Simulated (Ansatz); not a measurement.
# Lattice dynamics of ScTeN3 (model cell, started as cubic perovskite with Te in the octahedra), part 2 of 2

Aim: the phonons of ScTeN3 (model cell, started as cubic perovskite with Te in the octahedra) at a cell relaxed beforehand at this level. After the zone centre comes a 4×4×4 q mesh on a 12×12×12 k mesh.

Ansatz 0.2.0; DFT PBEsol, scalar-relativistic, plane waves, PAW; PAW set soft_1.

So far. Step 2 (Linear response at the zone centre): Before it was imposed, the acoustic sum rule was missed by 2.2e-5 eV/Å². Small misses are needed for a sound result but don't prove that mesh and cutoff are converged. The lowest optical mode is imaginary, 295.9i cm⁻¹, so the energy falls along it.

The structure was built from a prototype and need not be the compound's stable phase.

## Step 3: The dispersion

Stability and thermal properties need the whole zone. Linear response on a 4×4×4 q mesh gives force constants as far as a supercell of that size would.

Contents of input.yaml:

```yaml
crystal:
  lattice:
    - [3.9131533689, 0.0, 0.0]
    - [0.0, 3.9131533689, 0.0]
    - [0.0, 0.0, 3.9131533689]
  atoms:
    - { symbol: Sc, position: [0.0, 0.0, 0.0] }
    - { symbol: Te, position: [0.5, 0.5, 0.5] }
    - { symbol: "N", position: [0.5, 0.5, 0.0] }
    - { symbol: "N", position: [0.5, 0.0, 0.5] }
    - { symbol: "N", position: [0.0, 0.5, 0.5] }
kpoints:
  mp_grid: { grid: [12, 12, 12] }
hamiltonian:
  xc: pbesol
  pseudopotentials: { kind: paw, azcp: { folder: soft_1 }, xc_functional: pbe }
scf:
  occupations: { method: methfessel_paxton, width: 0.2 }
output:
  eigenvalues: true
phonons:
  method: dfpt
  qmesh: [4, 4, 4]
  temperatures: { t_max: 1000, t_step: 50 }
  qpath:
    path:
      - [[0.0, 0.0, 0.0], [0.0, 0.5, 0.0], [0.5, 0.5, 0.0], [0.0, 0.0, 0.0], [0.5, 0.5, 0.5], [0.0, 0.5, 0.0]]
      - [[0.5, 0.5, 0.5], [0.5, 0.5, 0.0]]
    npoints: 10
```

Command:

```console
ansatz run input.yaml --threads 8 --pin off --max-ram 16384MiB --backend cpu --events-out ev --progress --plain --runs-dir out
```

Numbers of over 12 decimals in the logs are rounded to 6 here.

What it wrote:

```text
[...]
Crystal: 5 atoms, lattice volume = 59.921 Å³
Basis set: ecut = 420 eV, 1189 PW (Γ), exchange–correlation on 54×54×54 points (8 copies of the dense FFT grid, shifted against one another)
Bands: 26, of which v1, the nominal top of the filled ones, is band 21 counted from 1 (20 counted from 0)
Symmetry: 48 space group operations
k-points: 84 of 1728
[...]
SCF iter   1: F=—  HF=-10147.642901 eV  |F-HF|=—  |Δ(HF+E_count)|=         —  Δρ=9.43e-2  dr2=5.99e0  ethr=3.10e-3  ⟨swp⟩=5.8  Hψ=9833  notcnv=0
[...]
SCF iter  11: F=-10145.928586 eV  HF=-10145.928586 eV  |F-HF|=1.82e-12  |Δ(HF+E_count)|=    0.00e0  S|Δr|=    0.00e0  Δρ=4.47e-8  dr2=1.46e-12  ethr=1.00e-12  ⟨swp⟩=10.3  Hψ=10560  notcnv=0
SCF 1 converged in 11 iterations: F = -10145.928586 eV  dr2 = 1.46e-12
[...]
iter 1 solved again at ethr=8.58e-8 eV; its pass at ethr=3.10e-3 eV (dr2=3.60e-5 eV) is discarded
SCF iter   1: F=—  HF=-10145.928586 eV  |F-HF|=—  |Δ(HF+E_count)|=         —  Δρ=3.14e-6  dr2=9.21e-9  ethr=8.58e-8  ⟨swp⟩=4.1  Hψ=17565  notcnv=0
eigensolver tolerance schedule: the retry pair's looser diagonalisation over-reported the residual by 3913.25 of it (diagonalisation noise at 0.12 of the residual, at the tolerance the schedule requests for it); recorded, not acted on — ethr = c·dr2/N_el stays at c = 1.0e-1
[...]
SCF iter   2: F=—  HF=-10145.928586 eV  |F-HF|=—  |Δ(HF+E_count)|=   1.92e-7  S|Δr|=    0.00e0  Δρ=1.76e-6  dr2=2.32e-9  ethr=2.19e-11  ⟨swp⟩=3.2  Hψ=4952  notcnv=0
[...]
SCF iter   8: F=-10145.928586 eV  HF=-10145.928586 eV  |F-HF|=5.46e-12  |Δ(HF+E_count)|=  1.82e-11  S|Δr|=    0.00e0  Δρ=7.42e-8  dr2=5.10e-12  ethr=1.00e-12  ⟨swp⟩=2.1  Hψ=5224  notcnv=0
SCF 2 converged in 8 iterations: F = -10145.928586 eV  dr2 = 5.10e-12
phonons: the bands overlap, so this run is a metal and interpolates without the dipole-dipole term. If the crystal is really an insulator or semiconductor, its LO-TO splitting is missing
NSCF: frozen V_eff on 84 k-points
WARN: eigensolver did not converge in 4 slots of this pass, the one above among them; of largest residual over every band (k=65): 1 band(s) unlocked (lowest unlocked band 25, counted from 0; max residual 3.35e-5 eV among the unlocked bands, 3.35e-5 eV over every band); of lowest unlocked band (k=40): band 25
[...]
DFPT response loops at q = (0, 0, 0) (fractional): preconditioner auto → Kerker (q_TF=auto, 2.571 Å⁻¹) (partly filled bands, converged f_vac=0.000); β = 1.00, the filter's whole step (`scf.mixing.beta` (0.50) is not read by the response loops under this deck's `scf.mixing.preconditioner`; to damp them name `kerker` or `kerker_dos`, under which they read `scf.mixing.beta`, and type it under 1.00, their step now; both keys bind the ground state too); Broyden in place of MSR1
[...]
SCF converged after 11 iterations
[...]
Free energy (F): -10145.928586 eV
[...]
Internal energy: -10145.927516 eV  (E = F + TS)
E sigma→0 (E₀):  -10145.928318 eV
Entropy (-TS):   -0.001070 eV (-0.214 meV/atom)
Fermi energy:    12.912159 eV
[...]
--- Band table (eV; the first three rows and the last of 84) ---
  k-point 0: bands = [... 17 lower, 11.4461, 11.4461, 11.4817, 11.4817, 11.4817, 13.7864, 13.7864, 14.2307, ... 1 higher]
  k-point 1: bands = [... 17 lower, 11.3835, 11.3835, 11.4149, 11.4149, 11.4173, 13.8416, 13.9720, 14.2398, ... 1 higher]
  k-point 2: bands = [... 17 lower, 11.1580, 11.1580, 11.3188, 11.3188, 11.6784, 13.9965, 14.2647, 14.3876, ... 1 higher]
  k-point 83: bands = [... 17 lower, 10.9516, 13.3357, 13.3357, 13.3357, 14.4973, 14.4973, 14.4973, 14.9808, ... 1 higher]
--- Phonons (Γ-DFPT): 4 representative perturbations + reference (Σ response iterations 15) ---
  ASR residual: 2.292e-5 → 0.000e0 eV/Å²; symmetrization residual: 4.674e-6 eV/Å²
  ASR residual per site (eV/Å²): 2.29e-5 9.67e-6 4.93e-6 4.93e-6 4.93e-6
[...]
--- Phonons (arbitrary-q DFPT): 10 irreducible q on the 4×4×4 mesh ---
  q = [0.0000, 0.0000, 0.0000] (star 1, of the zone-centre solve; hermiticity 2.61e-7, symmetrization 7.88e-13): -295.86 -295.86 -295.86 -240.45 -240.45 -240.45 -0.00 -0.00 0.00 214.63 214.63 214.63 869.24 869.24 869.24
  q = [0.0000, 0.0000, 0.2500] (star 6, 9 solved perturbations in 4536 linear systems a pass and spin channel, the states on 588 of 1728 k-point pairs; hermiticity 2.75e-7, symmetrization 1.34e-12): -277.93 -277.93 -228.08 -208.23 -208.23 -170.93 88.64 88.64 139.11 201.23 201.23 254.55 866.46 874.88 874.88
[...]
q = [0.0000, 0.2500, -0.5000] (star 12, 15 solved perturbations on 588 of 1728 k-point pairs; hermiticity 3.46e-7, symmetrization 1.29e-14): -363.46 -259.80 -246.70 -220.82 -128.27 129.94 140.33 159.61 178.77 267.60 289.79 333.31 806.47 883.88 904.61
[...]
sum rule: each row above includes the acoustic sum rule's correction from the zone centre's row sums; it moved no ω² by more than (0.37 cm⁻¹)²
  mesh force constants: q→R imaginary residual 9.76e-19; ASR residual 2.292e-5 → 0.000e0 eV/Å²; symmetrization residual 2.132e-14 eV/Å²
  interpolated dispersion: 62 rows × 15 modes
  density of states and harmonic sums: on the 16×16×16 q-mesh, interpolated from the force constants of a 4×4×4 supercell (no non-analytic term)
  largest difference from the sums on the solved wave vectors: F 2.86e-2 eV, S 3.49e-5 and C_V 8.76e-6 eV/K
  zero-point energy: 0.252031 eV/cell   skipped modes (ω ≤ 0): 927, of them read as no rigid motion or as one in doubt: 924 (5.551e0 modes/cell left out, lowest -463.05 cm⁻¹)   left out of the sums: 3.70e-1 of the cell's modes: C_V's classical limit lies that fraction below 3 k_B per atom; for a crystal, a wire or a layer, F and S can be off by more, and a phonons.interpolated_qmesh denser along its periods is the remedy for the sampling
```

It took 22 min on 8 threads of AMD EPYC 7R32 (Zen 2), shared host; peak memory 6.3 GiB.

This step gave:

```
sum-rule residual before enforcement                    : 2.29e-5 eV/Å²
lowest frequency on the path                            : -463.0 cm⁻¹
highest frequency on the path or at a solved wavevector : 985.2 cm⁻¹
lowest mode on the q mesh (acoustic modes at Γ apart)   : -463.1 cm⁻¹
```

Frequencies (cm⁻¹) solved at each irreducible wavevector; negative means imaginary. Frequencies by wavevector, by row:

```csv
q in reciprocal lattice units,star,mode 1,mode 2,mode 3,mode 4,mode 13,mode 14,mode 15
0 0 0,1,-295.9,-295.9,-295.9,-240.4,869.2,869.2,869.2
0 0 0.25,6,-277.9,-277.9,-228.1,-208.2,866.5,874.9,874.9
0 0 -0.5,3,-267.7,-267.7,-198,-164.5,842.5,878.9,878.9
0 0.25 0.25,12,-334.1,-285.5,-247.9,-190.9,830.9,879.4,908.7
0 0.25 -0.5,12,-363.5,-259.8,-246.7,-220.8,806.5,883.9,904.6
0 -0.5 -0.5,3,-406.6,-301.8,-301.8,-97.7,790,888.3,940.3
0.25 0.25 0.25,8,-342.1,-319.3,-319.3,-211.4,832.2,832.2,938.1
0.25 0.25 -0.5,12,-382.7,-359.5,-308.2,-236.6,804.7,834.4,951.9
0.25 -0.5 -0.5,6,-415.6,-381.6,-381.6,-228.7,786.8,823.8,972.9
-0.5 -0.5 -0.5,1,-463.1,-463.1,-463.1,-245.8,784.4,784.4,985.2
```

Interpolated from a 4×4×4 q mesh. The phonon branches at the labelled points (cm⁻¹):

```csv
point,branch 1,branch 2,branch 3,branch 4,branch 12,branch 13,branch 14,branch 15
Γ,-296,-296,-296,-240,215,869,869,869
X,-268,-268,-198,-164,317,842,879,879
M,-407,-302,-302,-98,346,790,888,940
Γ,-296,-296,-296,-240,215,869,869,869
R,-463,-463,-463,-246,356,784,784,985
X,-268,-268,-198,-164,317,842,879,879
jump to R,-463,-463,-463,-246,356,784,784,985
M,-407,-302,-302,-98,346,790,888,940
```

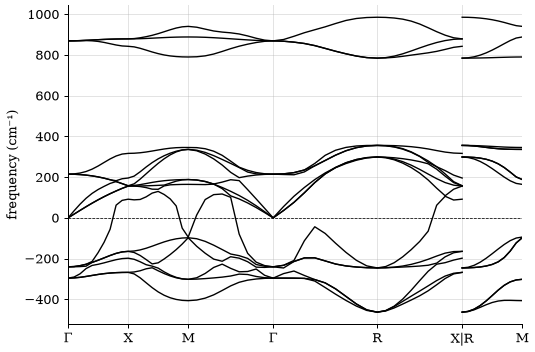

Phonon branches along the path.

The phonon density of states has structure finer than the step of the table below, so its rows give means over 100 cm⁻¹, whole bins alone (the curve runs from -470 to 990 cm⁻¹). Peaks (cm⁻¹: height): -290.0: 0.0272, -190.0: 0.0298, 210.0: 0.0313, 330.0: 0.0297, 870.0: 0.0287.

Tetrahedra on a 16×16×16 mesh, mean over bins of 20 cm-1. Interpolated from a 4×4×4 q mesh. Table of phonon density of states by wavenumber; means over each step:

```csv
wavenumber (cm⁻¹),phonon density of states (1/cm⁻¹/cell)
-400,0.00817
-300,0.0193
-200,0.0229
-100,0.00404
0,0.00254
100,0.01000
200,0.0256
300,0.0255
400,0.00183
500,0
600,0
700,0
800,0.0120
900,0.0158
```

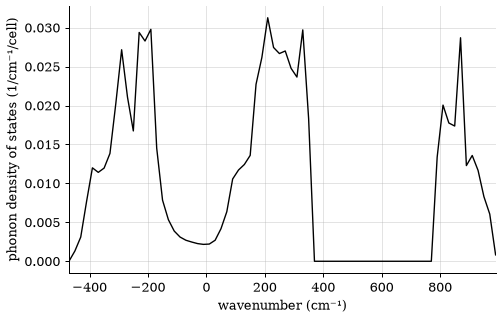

Phonon density of states, plotted against wavenumber.

The partial phonon density of states has structure finer than the step of the table below, so its rows give means over 50 cm⁻¹, whole bins alone (the curve runs from -469 to 1024 cm⁻¹). Peaks (cm⁻¹: height): N -300.2: 0.0176, -196.8: 0.0194, 338.5: 0.0158, 873.9: 0.0232; Sc -225.0: 0.0151, 94.3: 0.005, 207.0: 0.00595; Te 207.0: 0.015.

Phonopy on the run's constants, 15x15x15 mesh, Gaussian sigma 10.7 cm-1. Interpolated from a 4×4×4 q mesh. The partial phonon density of states by wavenumber; means over each step; values in 1/cm⁻¹/cell:

```csv
wavenumber (cm⁻¹),N,Sc,Te
-400,0.00918,1.2e-4,1.0e-6
-350,0.0114,9.6e-4,1.0e-5
-300,0.0161,0.00573,2.2e-5
-250,0.0128,0.00975,9.3e-5
-200,0.0168,0.00960,3.6e-4
-150,0.00633,0.00313,2.2e-4
-100,0.00113,0.00264,1.6e-4
-50,4.8e-4,0.00232,1.9e-4
0,1.2e-4,6.6e-4,1.1e-4
50,8.9e-4,0.00257,0.00109
100,0.00275,0.00445,0.00404
150,0.00411,0.00319,0.00916
200,0.00828,0.00478,0.0141
250,0.00925,0.00377,0.0139
300,0.0104,0.00375,0.0111
350,0.00974,0.00252,0.00399
400,6.9e-5,1.7e-5,9.2e-6
450,0,0,0
500,0,0,0
550,0,0,0
600,0,0,0
650,0,0,0
700,0,0,0
750,4.5e-4,0,4.4e-7
800,0.0145,6.2e-6,1.1e-4
850,0.0192,8.8e-6,6.2e-4
900,0.0148,3.7e-6,5.8e-4
950,0.00832,0,1.6e-4
```

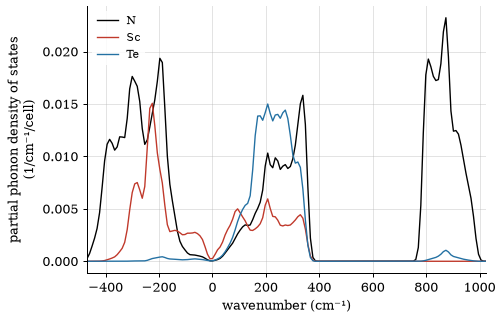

Partial phonon density of states, plotted against wavenumber.

Symmetry leaves 10 wavevectors to solve. The lowest mode among them, the acoustic zeros apart, lies at q = (-0.5, -0.5, -0.5) and is imaginary, 463.1i cm⁻¹, so the energy falls along it.

## Step 4: Outcome

```json
{
  "space group (within 0.01 Å)": "Pm-3m",
  "volume per atom": "12.0 Å³",
  "electronic character": "no gap on this mesh",
  "highest optical mode at the zone centre (no LO-TO term)": "869 cm⁻¹",
  "lowest optical zone-centre mode": "-296 cm⁻¹",
  "lowest mode on the q mesh (acoustic modes at Γ apart)": "-463 cm⁻¹",
  "highest frequency on the path or at a solved wavevector": "985 cm⁻¹",
  "imaginary modes on the 4×4×4 q mesh": "yes"
}
```

What this shows: Modes are clearly imaginary (beyond 10i cm⁻¹) at 10 of the 10 irreducible wavevectors, most at q = (-0.5, -0.5, -0.5) (463.1i cm⁻¹), so this structure is not a minimum of the energy. The optical modes at Γ span -296 to 869 cm⁻¹ (negative means imaginary). The highest mode in this list at Γ, 869.2 cm⁻¹, is mostly motion of N (94 % of the kinetic energy). With no gap, or one that is small against the smearing, the frequencies hang on the k mesh and the smearing, most of all near Kohn anomalies. Spin-orbit coupling is left out, which can matter for the heavy elements here. The PAW files were made for PBE and serve the other functionals too. A phonon run warned that its eigensolver left some bands unconverged in a pass. The starting cell was built on a prototype and not taken from a measurement, so the phase need not exist. These are harmonic frequencies at zero temperature: anharmonic shifts, linewidths and thermal expansion are left out.

[Logs are printed without paths, hosts, clocks, repeated set-up lines and the standing remarks that a program may print on its own settings, such as how far it seeks lower states.]

[Hosts, paths, dates, database ids (printed as entryN), source tags and the programs' standing remarks are cut or masked in the printed files.]
